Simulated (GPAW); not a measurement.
**CO/Mo(110) in an electric field**

Aim: the dipole that a field along the normal induces in CO/Mo(110).

Calculated with GPAW 26.7.0; GPAW, PAW setups; slab in vacuum, relaxation, in the first sound run; inputs show where later runs differ.

## (1) The structure

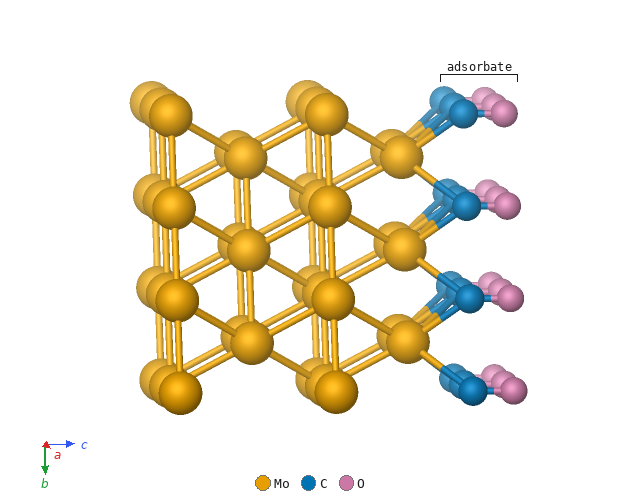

The starting structure, seen from the side, with the c axis across the page (molybdenum orange, carbon blue, oxygen pink). 2×3×1 cells are drawn. Some periodic images of atoms are drawn too.

The cell holds 6 atoms: 4 Mo, 1 C and 1 O. Cell: a = 2.728 Å, b = 2.728 Å, c = 23.518 Å, α = 90.0°, β = 90.0°, γ = 70.5°. Vacuum lies along c.

## (2) Relaxation

Forces are removed first; all later runs use this geometry. The lowest 2 atoms are held at bulk positions and keep their forces.

run.py

```python
import json
import numpy as np
from ase import Atoms
from ase.constraints import FixAtoms
from ase.optimize import BFGS
from gpaw import GPAW, PW

slab = Atoms(
    ['Mo', 'Mo', 'Mo', 'Mo', 'C', 'O'],
    positions=[
        [0.00000, 0.00000, 7.00000],
        [2.22739, -0.00000, 9.22739],
        [0.00000, 0.00000, 11.45477],
        [2.22739, -0.00000, 13.68216],
        [0.00000, 0.00000, 15.35828],
        [0.00000, 0.00000, 16.51828]],
    cell=[[2.22739, -1.575, 0.0], [2.22739, 1.575, 0.0], [0.0, 0.0, 23.51828]],
    pbc=[True, True, False])

slab.calc = GPAW(mode=PW(500), xc='PBE', kpts={'size': (12, 12, 1), 'gamma': True},
                 occupations={'name': 'fermi-dirac', 'width': 0.1}, nbands='160%',
                 convergence={'density': 1e-05}, maxiter=200,
                 poissonsolver={'dipolelayer': 'xy'},
                 symmetry={'tolerance': 1e-3, 'extra_ids': [1, 1, 0, 0, 0, 0]}, txt='slab.txt')
result = {}
slab.set_constraint(FixAtoms([0, 1]))
path = []
opt = BFGS(slab, maxstep=0.2)
opt.attach(lambda: path.append((slab.get_potential_energy(), slab.positions.tolist(), slab.get_forces().tolist())))
result['relaxed'] = bool(opt.run(fmax=0.03, steps=40))
result['path'] = path
energy = slab.get_potential_energy()
fermi = slab.calc.get_fermi_level()
v = slab.calc.get_electrostatic_potential().mean((0, 1)) - fermi
n = slab.calc.get_pseudo_density().mean((0, 1))
L = slab.cell[2, 2]
z = np.arange(len(v)) * L / len(v)
low, high = slab.positions[:, 2].min(), slab.positions[:, 2].max()
below, above = np.interp([low - 4.8, high + 4.8], z, v)
slopes = [np.interp(x, z, np.gradient(v, z)) for x in (low - 4.8, high + 4.8)]
eps = np.array([[slab.calc.get_eigenvalues(k, s) for k in range(len(slab.calc.get_ibz_k_points()))]
                for s in range(slab.calc.get_number_of_spins())]) - fermi
top, bottom = eps[eps < 0].max(), eps[eps > 0].min()
dipole = slab.get_dipole_moment()[2]
print(f'energy {energy:.4f} eV, Fermi level {fermi:.4f} eV, dipole {dipole:.5f} e A')
print(f'potential 4.8 A off the faces, from the Fermi level: lower {below:.4f} eV, upper {above:.4f} eV')
print(f'slope of the potential there: lower {slopes[0]:.5f}, upper {slopes[1]:.5f} eV/A')
print(f'nearest levels on the mesh: {top:.4f} and {bottom:.4f} eV')
print('magnetic moment', round(slab.get_magnetic_moment(), 3))
result.update(energy=energy, fermi=fermi, dipole=dipole, below=below, above=above, slopes=slopes, edges=[top, bottom],
              z=z.tolist(), v=v.tolist(), n=n.tolist(), positions=slab.positions.tolist(),
              forces=slab.get_forces(apply_constraint=False).tolist(), moments=slab.get_magnetic_moments().tolist())
json.dump(result, open('result.json', 'w'))
```

Launch:

```console
$ OMP_NUM_THREADS=1 OPENBLAS_NUM_THREADS=1 python run.py
```

The log of the run:

```text
Step          Energy          fmax
BFGS:    0      -58.316810        1.947758
BFGS:    1      -58.305149        2.692464
BFGS:    2      -58.345231        0.619348
BFGS:    3      -58.353672        0.386618
BFGS:    4      -58.361200        0.394085
BFGS:    5      -58.362936        0.166204
BFGS:    6      -58.363663        0.113088
BFGS:    7      -58.364197        0.107347
BFGS:    8      -58.364349        0.063763
BFGS:    9      -58.364383        0.021017
energy -58.3024 eV, Fermi level 2.5995 eV, dipole -0.10087 e A
potential 4.8 A off the faces, from the Fermi level: lower 4.6208 eV, upper 7.2266 eV
slope of the potential there: lower -0.00110, upper 0.00084 eV/A
nearest levels on the mesh: -0.0498 and 0.0067 eV
magnetic moment 0.0
```

It took 28 min on 1 thread of Intel Xeon Platinum 8488C (Sapphire Rapids), shared host; peak memory 0.38 GiB.

This run has no spin polarisation, although Mo can carry a moment.

Step by step:

```
step  energy less that of the first step (eV)  largest force (eV/Å)
   1                                   0.0000                1.9478
   2                                   0.0116                2.6925
   3                                  -0.0285                0.6193
   4                                  -0.0370                0.3866
   5                                  -0.0445                0.3941
   6                                  -0.0462                0.1662
   7                                  -0.0470                0.1131
   8                                  -0.0476                0.1073
   9                                  -0.0479                0.0638
  10                                  -0.0479                0.0210
```

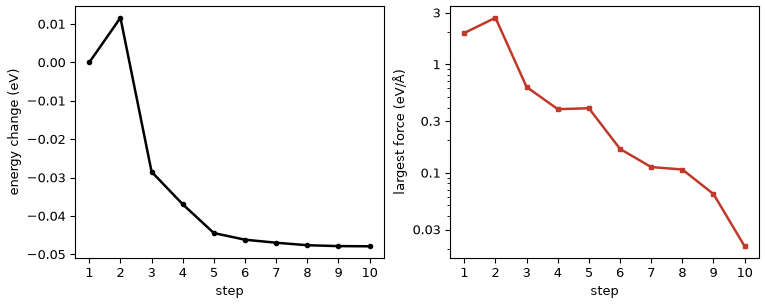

Energy and largest force along the relaxation.

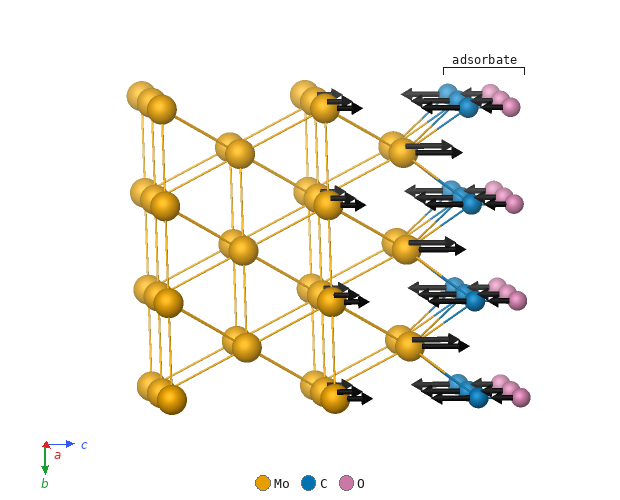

Displacements in the relaxation, exaggerated; the longest in the cell stands for 0.05 Å. 2×3×1 cells are drawn. Some periodic images of atoms are drawn too.

The atoms that moved most (Å):

```
atom     dx     dy      dz  length
 Mo4  0.000  0.000   0.053   0.053
  C5  0.000  0.000  -0.043   0.043
 Mo3  0.000  0.000   0.028   0.028
  O6  0.000  0.000  -0.025   0.025
```

Final coordinates:

```
Mo C O
1.0
     2.22739   -1.57500    0.00000
     2.22739    1.57500    0.00000
     0.00000    0.00000   23.51828
Mo C O
4 1 1
Cartesian
  0.0000 0.0000 7.0000
  2.2274 0.0000 9.2274
  0.0000 0.0000 11.4833
  2.2274 0.0000 13.7347
  0.0000 0.0000 15.3154
  0.0000 0.0000 16.4934
```

This step gave:

| Quantity | Value |
| --- | --- |
| dipole along the normal | -0.1009 e·Å |
| levels nearest the Fermi level on the mesh | -0.04983, 0.006712 eV from the Fermi level |
| upper work function | 7.227 eV |
| lower work function | 4.621 eV |

The electrostatic potential energy of an electron (without an applied field's), less the Fermi level, planar mean oscillates, so the rows of the table below give means over windows of 2.21 Å about each position, cut where the curve ends. Its maxima inside the range that stand out by 2 % of the span (Å: eV): 8.1: -2.09, 10.3: -1.92, 12.6: -1.89, 14.8: -4.33, 16.0: -0.933, 23.0: 7.23. Its minima: 7.0: -28.0, 9.2: -28.6, 11.5: -28.6, 13.7: -28.7, 15.3: -12.6, 16.5: -9.33.

Electrostatic potential energy of an electron (without an applied field's), less the Fermi level, planar mean against z; means over each step:

```
z (Å)  electrostatic potential energy of an electron (without an applied field's), less the Fermi level, planar mean (eV)
 1.10                                                                                                                4.73
 3.31                                                                                                                4.60
 5.53                                                                                                              -0.187
 7.73                                                                                                               -13.3
 9.95                                                                                                               -13.3
12.16                                                                                                               -13.3
14.37                                                                                                               -14.9
16.57                                                                                                              -0.981
18.79                                                                                                                7.20
21.00                                                                                                                7.23
23.21                                                                                                                7.12
```

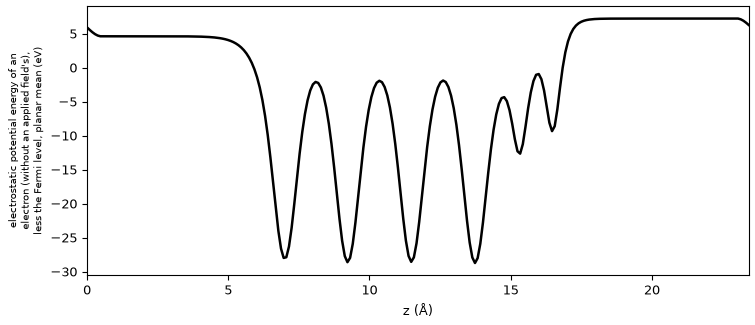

Electrostatic potential energy of an electron (without an applied field's), less the Fermi level, planar mean, plotted against z.

The pseudo valence density, planar mean oscillates, so the rows of the table below give means over windows of 2.26 Å about each position, cut where the curve ends. Its maxima inside the range that stand out by 2 % of the span (Å: e/Å³): 7.0: 1.99, 9.2: 1.99, 11.5: 1.99, 13.7: 1.99, 15.1: 0.495, 16.6: 0.945. Its minima: 8.1: 0.321, 10.3: 0.308, 12.6: 0.312, 14.7: 0.450, 15.4: 0.439.

Pseudo valence density, planar mean against z; means over each step:

```
z (Å)  pseudo valence density, planar mean (e/Å³)
 1.13                                      4.8e-6
 3.39                                     0.00106
 5.65                                       0.265
 7.91                                       0.907
10.17                                       0.886
12.43                                       0.890
14.69                                       0.804
16.95                                       0.408
19.21                                      4.5e-4
21.47                                           0
```

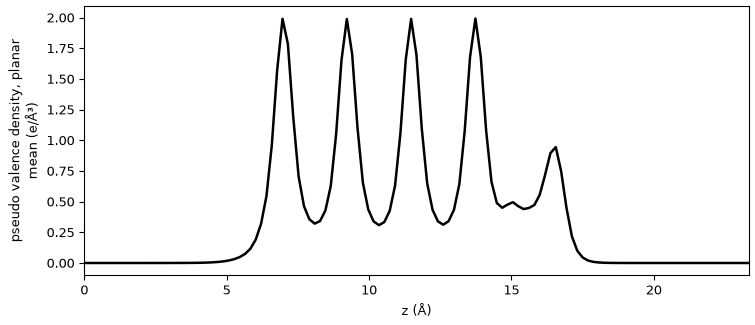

Pseudo valence density, planar mean against z.

The relaxation lowered the energy of the cell by 0.0479 eV (energies extrapolated to zero smearing; the optimiser's log prints free energies). The largest force left on a free atom is 0.021 eV/Å.

## (3) Plane waves, PBE

With the geometry fixed, the planar mean of the potential gives the vacuum level on each side.

This step: GPAW, PAW setups; slab in vacuum (GPAW 26.7.0).

run.py: that of step 2 with these lines changed.

```diff
@@ -3,4 +3,2 @@
 from ase import Atoms
-from ase.constraints import FixAtoms
-from ase.optimize import BFGS
 from gpaw import GPAW, PW
@@ -12,6 +10,6 @@
         [2.22739, -0.00000, 9.22739],
-        [0.00000, 0.00000, 11.45477],
-        [2.22739, -0.00000, 13.68216],
-        [0.00000, 0.00000, 15.35828],
-        [0.00000, 0.00000, 16.51828]],
+        [0.00000, 0.00000, 11.48326],
+        [2.22739, -0.00000, 13.73471],
+        [-0.00000, -0.00000, 15.31536],
+        [-0.00000, -0.00000, 16.49343]],
     cell=[[2.22739, -1.575, 0.0], [2.22739, 1.575, 0.0], [0.0, 0.0, 23.51828]],
@@ -23,10 +21,4 @@
                  poissonsolver={'dipolelayer': 'xy'},
-                 symmetry={'tolerance': 1e-3, 'extra_ids': [1, 1, 0, 0, 0, 0]}, txt='slab.txt')
+                 symmetry={'tolerance': 1e-3}, txt='slab.txt')
 result = {}
-slab.set_constraint(FixAtoms([0, 1]))
-path = []
-opt = BFGS(slab, maxstep=0.2)
-opt.attach(lambda: path.append((slab.get_potential_energy(), slab.positions.tolist(), slab.get_forces().tolist())))
-result['relaxed'] = bool(opt.run(fmax=0.03, steps=40))
-result['path'] = path
 energy = slab.get_potential_energy()
```

The log of the run:

```text
energy -58.3024 eV, Fermi level 2.5996 eV, dipole -0.10074 e A
potential 4.8 A off the faces, from the Fermi level: lower 4.6207 eV, upper 7.2265 eV
slope of the potential there: lower -0.00112, upper 0.00087 eV/A
nearest levels on the mesh: -0.0498 and 0.0067 eV
magnetic moment 0.0
```

Wall time 3.6 min (1 thread); peak memory 0.38 GiB.

This step gave:

* dipole along the normal: -0.1007 e·Å
* levels nearest the Fermi level on the mesh: -0.04983, 0.006697 eV from the Fermi level
* upper work function: 7.226 eV

The electrostatic potential energy of an electron (without an applied field's), less the Fermi level, planar mean oscillates, so the rows of the table below give means over windows of 2.21 Å about each position, cut where the curve ends. Its maxima inside the range that stand out by 2 % of the span (Å: eV): 8.1: -2.09, 10.3: -1.92, 12.6: -1.89, 14.8: -4.33, 16.0: -0.933, 23.0: 7.23. Its minima: 7.0: -28.0, 9.2: -28.6, 11.5: -28.6, 13.7: -28.7, 15.3: -12.6, 16.5: -9.33.

Electrostatic potential energy of an electron (without an applied field's), less the Fermi level, planar mean against z; means over each step:

(Unchanged from step 2.)

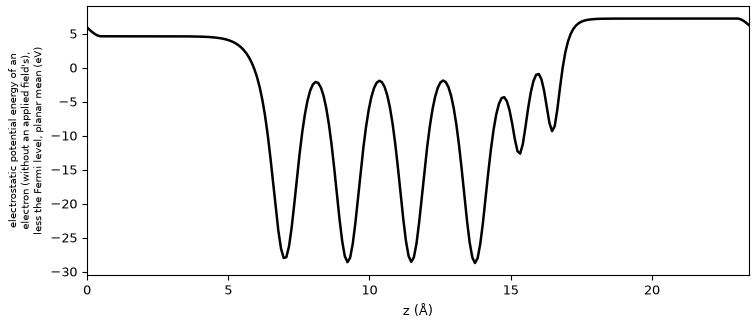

Electrostatic potential energy of an electron (without an applied field's), less the Fermi level, planar mean against z.

The pseudo valence density, planar mean oscillates, so the rows of the table below give means over windows of 2.26 Å about each position, cut where the curve ends. Its maxima inside the range that stand out by 2 % of the span (Å: e/Å³): 7.0: 1.99, 9.2: 1.99, 11.5: 1.99, 13.7: 1.99, 15.1: 0.495, 16.6: 0.945. Its minima: 8.1: 0.321, 10.3: 0.308, 12.6: 0.312, 14.7: 0.450, 15.4: 0.439.

Table of pseudo valence density, planar mean by z; means over each step:

(Unchanged from step 2.)

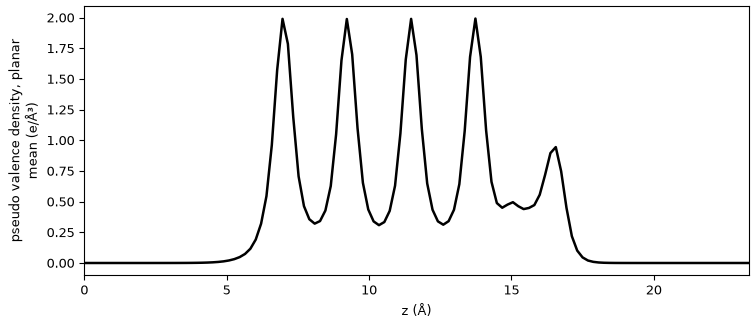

Pseudo valence density, planar mean against z.

Force by atom:

| atom | x (eV/Å) | y (eV/Å) | z (eV/Å) | size |
| --- | --- | --- | --- | --- |
| Mo1 | 0.000 | 0.000 | 0.564 | 0.564 |
| Mo2 | 0.000 | 0.000 | -0.439 | 0.439 |
| Mo3 | 0.000 | 0.000 | -0.019 | 0.019 |
| Mo4 | 0.000 | 0.000 | -0.009 | 0.009 |
| C5 | 0.000 | 0.000 | -0.012 | 0.012 |
| O6 | 0.000 | 0.000 | -0.021 | 0.021 |

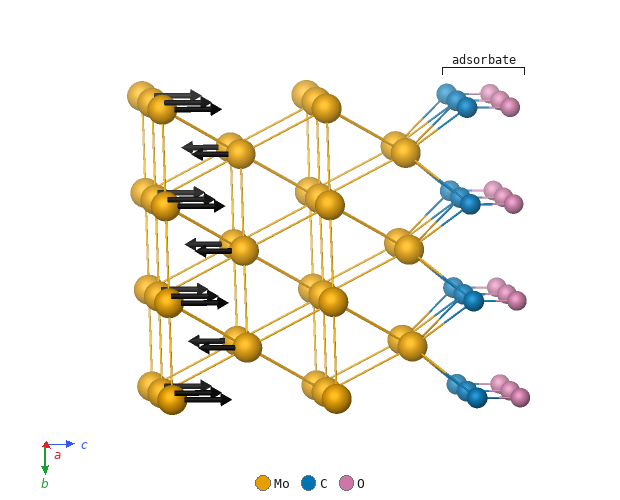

Force as arrows, the longest 0.564 eV/Å. 2×3×1 cells are drawn. Some periodic images of atoms are drawn too.

The potential is flat to 0.001 eV/Å where it is read, so the vacuum is wide enough.

## (4) In a field

A uniform field along the normal polarises the slab; the atoms stay fixed, so this is the electronic response alone.

run.py: that of step 3 with these lines changed.

```diff
@@ -4,2 +4,3 @@
 from gpaw import GPAW, PW
+from gpaw.external import ConstantElectricField
 
@@ -21,2 +22,3 @@
                  poissonsolver={'dipolelayer': 'xy'},
+                 external=ConstantElectricField(-0.2, [0, 0, 1]),
                  symmetry={'tolerance': 1e-3}, txt='slab.txt')
```

The log of the run:

```text
energy -58.3319 eV, Fermi level 2.6829 eV, dipole -0.19315 e A
potential 4.8 A off the faces, from the Fermi level: lower 3.2678 eV, upper 8.2471 eV
slope of the potential there: lower -0.00065, upper 0.00086 eV/A
nearest levels on the mesh: -0.0521 and 0.0040 eV
magnetic moment 0.0
```

Elapsed: 5.8 min, on 1 thread; peak memory 0.6 GiB.

This step gave:

| Quantity | Value |
| --- | --- |
| dipole along the normal | -0.1932 e·Å |
| levels nearest the Fermi level on the mesh | -0.05214, 0.003997 eV from the Fermi level |
| potential below the slab, the applied field's own ramp left out | 3.268 eV from the Fermi level |
| potential above the slab, the applied field's own ramp left out | 8.247 eV from the Fermi level |

The electrostatic potential energy of an electron (without an applied field's), less the Fermi level, planar mean oscillates, so the rows of the table below give means over windows of 1 Å about each position, cut where the curve ends. Its maxima inside the range that stand out by 2 % of the span (Å: eV): 8.1: -2.83, 10.3: -2.21, 12.6: -1.72, 14.8: -3.73, 16.0: -0.103, 23.0: 8.25. Its minima: 7.0: -28.9, 9.2: -29.1, 11.5: -28.6, 13.7: -28.3, 15.3: -11.9, 16.5: -8.41.

Electrostatic potential energy of an electron (without an applied field's), less the Fermi level, planar mean against z; means over each step:

```csv
z (Å),"electrostatic potential energy of an electron (without an applied field's), less the Fermi level, planar mean (eV)"
0,4.21
1,3.27
2,3.27
3,3.26
4,3.21
5,2.61
6,-3.73
7,-23.3
8,-5.83
9,-21.4
10,-8.53
11,-15.3
12,-14.3
13,-8.71
14,-20.1
15,-7.33
16,-3.62
17,2.32
18,8.13
19,8.24
20,8.25
21,8.25
22,8.25
23,7.96
```

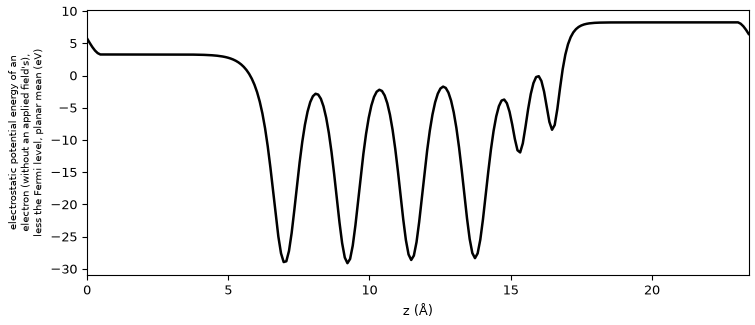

Electrostatic potential energy of an electron (without an applied field's), less the Fermi level, planar mean against z.

Force by atom:

| atom | x (eV/Å) | y (eV/Å) | z (eV/Å) | size |
| --- | --- | --- | --- | --- |
| Mo1 | 0.000 | 0.000 | 0.573 | 0.573 |
| Mo2 | 0.000 | 0.000 | -0.449 | 0.449 |
| Mo3 | 0.000 | 0.000 | -0.020 | 0.020 |
| Mo4 | 0.000 | 0.000 | 0.000 | 0.000 |
| C5 | 0.000 | 0.000 | -0.082 | 0.082 |
| O6 | 0.000 | 0.000 | 0.045 | 0.045 |

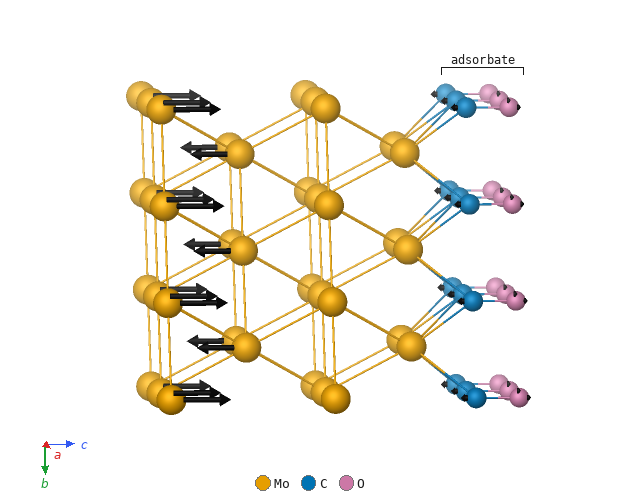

Force as arrows, the longest 0.573 eV/Å. 2×3×1 cells are drawn. Some periodic images of atoms are drawn too.

The dipole is now -0.193 e Å, against -0.10 in the run without a field.

(Part 1 of 2 ends here.)

[Logs are printed without paths, hosts, clocks, repeated set-up lines and the standing remarks that a program may print on its own settings, such as how far it seeks lower states.]

[Hosts, paths, dates, database ids (printed as entryN), source tags and the programs' standing remarks are cut or masked in the printed files.]
